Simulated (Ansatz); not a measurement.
**Molecular dynamics of C₂H₆InN (part 2 of 2)**

Continued. System: C₂H₆InN. Method: RKS BLYP/def2-SVP (Ansatz 0.2.0). The geometry comes from this level: PBE0-D4/def2-TZVP.

Geometry of the input (Å):
```
C  1.2833  -0.8419  -0.0155
C  -0.0479  -0.1820  0.0273
N  -1.1652  -0.7657  0.2067
In -0.9891  1.7567  -0.1277
H  1.9342  -0.4254  0.7586
H  1.7705  -0.6433  -0.9745
H  1.2034  -1.9265  0.1284
H  -1.1103  -1.7851  0.3300
H  -1.2956  2.5967  1.3409
H  -1.5833  2.2166  -1.6742
```

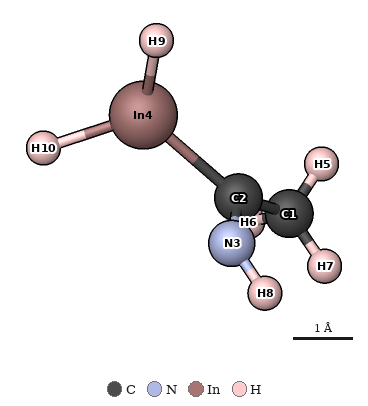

Figure 1. The geometry at step 19 of the log (ball-and-stick view, seen at a tilt; atoms are numbered from 1 in the order of the input).

Trajectory as extended XYZ, continued
```
10
Properties=species:S:1:pos:R:3:forces:R:3 step=6 time_fs=3.0 energy=-8828.05535 temperature=567.0
C     1.2633   -0.8387   -0.0064    2.6577  -0.0821  -1.5027
C    -0.0515   -0.1872    0.0488   -0.1934  -0.8653   0.2567
N    -1.1603   -0.8099    0.2046   -1.1417   0.8928   0.0116
In   -0.9857    1.7620   -0.1291   -0.3324   0.4931   0.4327
H     2.0202   -0.3718    0.7069   -0.6404  -0.4651  -0.3398
H     1.7434   -0.5912   -1.0575   -0.6502  -0.3556   1.4072
H     1.2733   -1.9792    0.0648   -0.1961   0.8720   0.2093
H    -1.2014   -1.8320    0.3284    0.4321  -0.4045  -0.0034
H    -1.4364    2.6420    1.3452    0.1302  -0.1479  -0.1565
H    -1.6511    2.1977   -1.6578   -0.0658   0.0626  -0.3152
10
Properties=species:S:1:pos:R:3:forces:R:3 step=8 time_fs=4.0 energy=-8827.99196 temperature=506.1
C     1.2601   -0.8378   -0.0054    2.9951  -0.0908  -1.5950
C    -0.0527   -0.1899    0.0563   -0.4823  -1.1703   0.3397
N    -1.1602   -0.8234    0.2040   -1.1146   0.6032   0.0584
In   -0.9846    1.7639   -0.1295   -0.4700   0.5236   0.4943
H     2.0408   -0.3603    0.6858   -0.7997  -0.5559  -0.3634
H     1.7244   -0.5793   -1.0635   -0.6391  -0.3812   1.4083
H     1.2938   -1.9857    0.0469   -0.2744   1.0563   0.2725
H    -1.2254   -1.8600    0.3286    0.5834   0.2019  -0.0892
H    -1.4818    2.6555    1.3455    0.2090  -0.2283  -0.2779
H    -1.6754    2.1927   -1.6587   -0.0073   0.0414  -0.2478
10
Properties=species:S:1:pos:R:3:forces:R:3 step=9 time_fs=4.5 energy=-8827.97320 temperature=487.9
C     1.2593   -0.8373   -0.0054    3.0287  -0.0730  -1.5831
C    -0.0534   -0.1916    0.0602   -0.6113  -1.3026   0.3743
N    -1.1604   -0.8300    0.2037   -1.0925   0.4721   0.0806
In   -0.9841    1.7648   -0.1297   -0.5387   0.5347   0.5053
H     2.0482   -0.3564    0.6739   -0.8183  -0.5611  -0.3207
H     1.7126   -0.5746   -1.0615   -0.5835  -0.3684   1.2977
H     1.3032   -1.9852    0.0389   -0.3080   1.0590   0.3043
H    -1.2355   -1.8736    0.3285    0.6520   0.4721  -0.1258
H    -1.5038    2.6615    1.3447    0.2457  -0.2615  -0.3268
H    -1.6876    2.1903   -1.6601    0.0259   0.0287  -0.2057
10
Properties=species:S:1:pos:R:3:forces:R:3 step=11 time_fs=5.5 energy=-8827.96226 temperature=477.1
C     1.2597   -0.8364   -0.0063    2.8094   0.0019  -1.4214
C    -0.0553   -0.1958    0.0681   -0.8288  -1.5162   0.4287
N    -1.1615   -0.8429    0.2031   -1.0189   0.3264   0.1112
In   -0.9831    1.7667   -0.1300   -0.6684   0.5430   0.4938
H     2.0573   -0.3528    0.6480   -0.7254  -0.4880  -0.1339
H     1.6850   -0.5679   -1.0485   -0.3782  -0.2852   0.8453
H     1.3195   -1.9769    0.0252   -0.3553   0.8799   0.3630
H    -1.2507   -1.8970    0.3271    0.7580   0.8486  -0.1753
H    -1.5460    2.6715    1.3407    0.3111  -0.3119  -0.3985
H    -1.7118    2.1859   -1.6642    0.0967   0.0014  -0.1129
10
Properties=species:S:1:pos:R:3:forces:R:3 step=13 time_fs=6.5 energy=-8827.96598 temperature=480.2
C     1.2623   -0.8355   -0.0084    2.2178   0.1123  -1.0438
C    -0.0578   -0.2013    0.0763   -0.9820  -1.6491   0.4614
N    -1.1633   -0.8556    0.2025   -0.8985   0.3812   0.1190
In   -0.9821    1.7687   -0.1303   -0.7798   0.5284   0.4475
H     2.0596   -0.3537    0.6209   -0.4647  -0.3077   0.1670
H     1.6539   -0.5639   -1.0276   -0.0622  -0.1182   0.0821
H     1.3325   -1.9602    0.0149   -0.3685   0.4669   0.4083
H    -1.2587   -1.9124    0.3242    0.8066   0.9518  -0.1878
H    -1.5853    2.6785    1.3330    0.3629  -0.3400  -0.4344
H    -1.7351    2.1814   -1.6693    0.1684  -0.0256  -0.0193
10
Properties=species:S:1:pos:R:3:forces:R:3 step=14 time_fs=7.0 energy=-8827.96181 temperature=476.0
C     1.2643   -0.8350   -0.0098    1.8081   0.1744  -0.7800
C    -0.0593   -0.2045    0.0806   -1.0309  -1.6809   0.4686
N    -1.1644   -0.8619    0.2023   -0.8221   0.4873   0.1145
In   -0.9817    1.7697   -0.1304   -0.8262   0.5114   0.4149
H     2.0589   -0.3554    0.6078   -0.2825  -0.1842   0.3457
H     1.6379   -0.5624   -1.0163    0.1219  -0.0069  -0.3924
H     1.3377   -1.9499    0.0112   -0.3613   0.1885   0.4237
H    -1.2598   -1.9167    0.3220    0.8069   0.8942  -0.1803
H    -1.6036    2.6808    1.3275    0.3830  -0.3456  -0.4390
H    -1.7461    2.1791   -1.6720    0.2031  -0.0381   0.0244
10
Properties=species:S:1:pos:R:3:forces:R:3 step=16 time_fs=8.0 energy=-8827.93002 temperature=445.8
C     1.2693   -0.8340   -0.0129    0.8939   0.3096  -0.2124
C    -0.0630   -0.2119    0.0894   -1.0673  -1.6683   0.4617
N    -1.1671   -0.8741    0.2019   -0.6497   0.8451   0.0921
In   -0.9808    1.7717   -0.1307   -0.8975   0.4575   0.3368
H     2.0560   -0.3598    0.5844    0.1303   0.0950   0.7077
H     1.6072   -0.5593   -0.9979    0.4725   0.2289  -1.3589
H     1.3455   -1.9287    0.0069   -0.3226  -0.4358   0.4365
H    -1.2563   -1.9192    0.3165    0.7624   0.5678  -0.1413
H    -1.6375    2.6830    1.3135    0.4107  -0.3401  -0.4222
H    -1.7667    2.1741   -1.6772    0.2673  -0.0598   0.1000
10
Properties=species:S:1:pos:R:3:forces:R:3 step=17 time_fs=8.5 energy=-8827.90858 temperature=425.6
C     1.2722   -0.8333   -0.0146    0.4687   0.3863   0.0085
C    -0.0652   -0.2161    0.0940   -1.0524  -1.6219   0.4464
N    -1.1686   -0.8800    0.2017   -0.5625   1.0819   0.0769
In   -0.9804    1.7728   -0.1308   -0.9217   0.4205   0.2932
H     2.0547   -0.3618    0.5750    0.3255   0.2287   0.8618
H     1.5934   -0.5570   -0.9929    0.6010   0.3214  -1.7364
H     1.3482   -1.9193    0.0063   -0.2943  -0.7321   0.4328
H    -1.2517   -1.9182    0.3131    0.7217   0.3128  -0.1127
H    -1.6530    2.6828    1.3050    0.4179  -0.3290  -0.4011
H    -1.7761    2.1715   -1.6795    0.2961  -0.0686   0.1305
10
Properties=species:S:1:pos:R:3:forces:R:3 step=19 time_fs=9.5 energy=-8827.89001 temperature=408.5
C     1.2780   -0.8318   -0.0178   -0.1219   0.5579   0.1175
C    -0.0702   -0.2255    0.1033   -0.9502  -1.4474   0.3896
N    -1.1719   -0.8912    0.2014   -0.4151   1.5857   0.0503
In   -0.9797    1.7748   -0.1310   -0.9465   0.3272   0.2004
H     2.0549   -0.3639    0.5628    0.5885   0.4182   1.0365
H     1.5702   -0.5500   -0.9961    0.6914   0.3693  -1.9879
H     1.3515   -1.9063    0.0082   -0.2310  -1.1422   0.4028
H    -1.2376   -1.9146    0.3058    0.6209  -0.2966  -0.0491
H    -1.6810    2.6802    1.2851    0.4185  -0.2904  -0.3343
H    -1.7927    2.1656   -1.6830    0.3455  -0.0817   0.1742
10
Properties=species:S:1:pos:R:3:forces:R:3 step=21 time_fs=10.5 energy=-8827.93121 temperature=448.0
C     1.2838   -0.8299   -0.0211   -0.2598   0.6988  -0.2463
C    -0.0759   -0.2361    0.1130   -0.7443  -1.1684   0.2961
N    -1.1754   -0.9014    0.2011   -0.3432   1.9241   0.0507
In   -0.9790    1.7770   -0.1312   -0.9398   0.2095   0.1033
H     2.0606   -0.3621    0.5603    0.5808   0.4389   0.9649
H     1.5535   -0.5396   -1.0178    0.5736   0.1991  -1.4652
H     1.3527   -1.9040    0.0139   -0.1709  -1.1530   0.3408
H    -1.2175   -1.9138    0.2979    0.5207  -0.8304  -0.0010
H    -1.7050    2.6748    1.2621    0.4000  -0.2303  -0.2364
H    -1.8060    2.1590   -1.6849    0.3830  -0.0883   0.1930
10
Properties=species:S:1:pos:R:3:forces:R:3 step=22 time_fs=11.0 energy=-8827.96683 temperature=482.0
C     1.2866   -0.8287   -0.0227   -0.1883   0.7248  -0.5168
C    -0.0790   -0.2417    0.1179   -0.6019  -0.9941   0.2362
N    -1.1773   -0.9060    0.2010   -0.3426   1.9417   0.0687
In   -0.9787    1.7780   -0.1313   -0.9249   0.1424   0.0541
H     2.0655   -0.3596    0.5626    0.4704   0.3819   0.8372
H     1.5472   -0.5336   -1.0343    0.4745   0.0578  -1.0022
H     1.3526   -1.9071    0.0181   -0.1437  -0.9962   0.2979
H    -1.2056   -1.9161    0.2940    0.4762  -0.9765   0.0088
H    -1.7156    2.6713    1.2496    0.3834  -0.1927  -0.1767
H    -1.8113    2.1554   -1.6851    0.3968  -0.0892   0.1928
10
Properties=species:S:1:pos:R:3:forces:R:3 step=24 time_fs=12.0 energy=-8828.02804 temperature=540.7
C     1.2922   -0.8259   -0.0264    0.0817   0.6530  -0.9944
C    -0.0856   -0.2536    0.1279   -0.2484  -0.5916   0.0948
N    -1.1813   -0.9142    0.2008   -0.3951   1.5716   0.1427
In   -0.9781    1.7801   -0.1315   -0.8729  -0.0062  -0.0437
H     2.0785   -0.3522    0.5728    0.1076   0.1758   0.4594
H     1.5380   -0.5215   -1.0733    0.2800  -0.2439   0.0198
H     1.3515   -1.9197    0.0284   -0.0915  -0.4554   0.1923
H    -1.1783   -1.9278    0.2861    0.3879  -0.9132  -0.0060
H    -1.7340    2.6628    1.2236    0.3363  -0.1041  -0.0386
H    -1.8190    2.1475   -1.6842    0.4143  -0.0860   0.1736
10
Properties=species:S:1:pos:R:3:forces:R:3 step=25 time_fs=12.5 energy=-8828.04017 temperature=552.6
C     1.2949   -0.8243   -0.0285    0.2190   0.5630  -1.1434
C    -0.0889   -0.2597    0.1330   -0.0464  -0.3719   0.0165
N    -1.1833   -0.9178    0.2007   -0.4316   1.2016   0.1932
In   -0.9779    1.7812   -0.1316   -0.8365  -0.0865  -0.0909
H     2.0855   -0.3477    0.5797   -0.1027   0.0527   0.2439
H     1.5345   -0.5161   -1.0934    0.2038  -0.3749   0.4817
H     1.3506   -1.9281    0.0342   -0.0647  -0.1334   0.1327
H    -1.1633   -1.9370    0.2822    0.3349  -0.7143  -0.0265
H    -1.7419    2.6582    1.2104    0.3062  -0.0542   0.0379
H    -1.8213    2.1432   -1.6832    0.4179  -0.0820   0.1549
10
Properties=species:S:1:pos:R:3:forces:R:3 step=27 time_fs=13.5 energy=-8828.01770 temperature=531.6
C     1.3007   -0.8208   -0.0335    0.3941   0.3251  -1.2310
C    -0.0956   -0.2722    0.1431    0.3740   0.0811  -0.1470
N    -1.1877   -0.9246    0.2007   -0.4807   0.2625   0.2985
In   -0.9774    1.7833   -0.1318   -0.7457  -0.2548  -0.1776
H     2.0985   -0.3385    0.5950   -0.4854  -0.1743  -0.1620
H     1.5288   -0.5083   -1.1291    0.1072  -0.5614   1.1846
H     1.3484   -1.9449    0.0469   -0.0074   0.4700   0.0097
H    -1.1308   -1.9600    0.2740    0.1932  -0.1309  -0.0755
H    -1.7558    2.6487    1.1844    0.2359   0.0526   0.1994
H    -1.8231    2.1341   -1.6800    0.4148  -0.0699   0.1009
10
Properties=species:S:1:pos:R:3:forces:R:3 step=28 time_fs=14.0 energy=-8827.98910 temperature=504.5
C     1.3036   -0.8190   -0.0363    0.4118   0.1973  -1.1834
C    -0.0989   -0.2784    0.1481    0.5767   0.3056  -0.2292
N    -1.1900   -0.9279    0.2007   -0.4805  -0.2219   0.3449
In   -0.9772    1.7844   -0.1319   -0.6931  -0.3407  -0.2144
H     2.1034   -0.3345    0.6022   -0.6320  -0.2620  -0.3306
H     1.5264   -0.5064   -1.1431    0.0846  -0.6137   1.4119
H     1.3472   -1.9520    0.0533    0.0231   0.7121  -0.0497
H    -1.1138   -1.9723    0.2697    0.1038   0.1781  -0.0967
H    -1.7618    2.6440    1.1720    0.1974   0.1071   0.2808
H    -1.8225    2.1293   -1.6780    0.4082  -0.0618   0.0663
10
Properties=species:S:1:pos:R:3:forces:R:3 step=30 time_fs=15.0 energy=-8827.92613 temperature=444.6
C     1.3098   -0.8152   -0.0427    0.2946  -0.0450  -0.9479
C    -0.1051   -0.2906    0.1579    0.9292   0.7322  -0.3889
N    -1.1949   -0.9347    0.2010   -0.4152  -1.0564   0.4132
In   -0.9769    1.7865   -0.1321   -0.5796  -0.5095  -0.2665
H     2.1085   -0.3284    0.6141   -0.8028  -0.3639  -0.5682
H     1.5221   -0.5069   -1.1606    0.0816  -0.6399   1.6176
H     1.3451   -1.9606    0.0656    0.0856   1.0269  -0.1554
H    -1.0793   -1.9950    0.2604   -0.0985   0.6861  -0.1228
H    -1.7725    2.6356    1.1494    0.1195   0.2116   0.4340
H    -1.8183    2.1193   -1.6736    0.3854  -0.0421  -0.0152
```
